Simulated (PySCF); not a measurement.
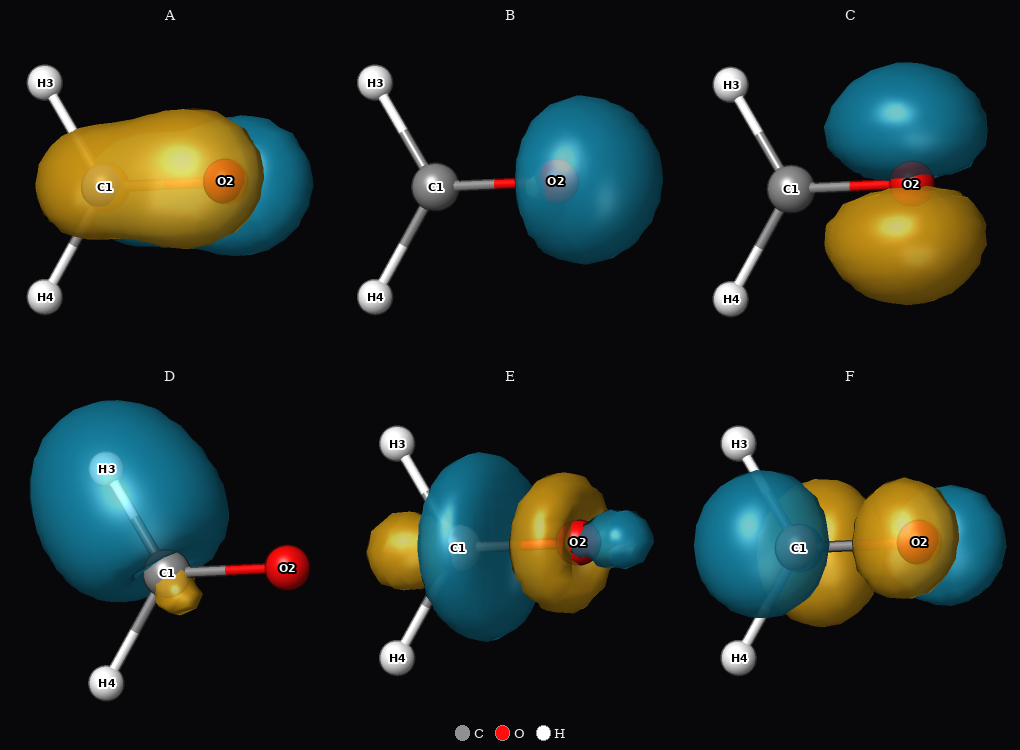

CH2O, SMILES `C=O`. Intrinsic bond orbitals (IBO), occupied and valence-virtual; each surface holds about 70 % of the orbital's density. Energies are diagonal elements of the Fock matrix.

PySCF calculation, PBE0/def2-TZVP, gas phase; geometry: GFN2-xTB. No frequency check shows the geometry to be a minimum.

Question: Name the orbitals, with their atomic make-up and energies.

Answer: By panel:
- A: π bond O2–C1 (O2 63 %, C1 37 %; −11.6 eV)
- B: lone pair on O2 (sp0.8-type) (O2 100 %; −16.4 eV)
- C: lone pair on O2 (p-type) (O2 93 %; −9.2 eV)
- D: σ bond C1–H3 (C1 58 %, H3 42 %; −15.2 eV)
- E: σ* orbital C1–O2 (C1 62 %, O2 38 %; 14.6 eV)
- F: π* orbital C1–O2, mostly on C1 (C1 63 %, O2 37 %; −0.5 eV)

Question: Which has the smallest and which the largest spatial spread?

Answer: Smallest: B (0.67 Å); largest: F (1.08 Å).
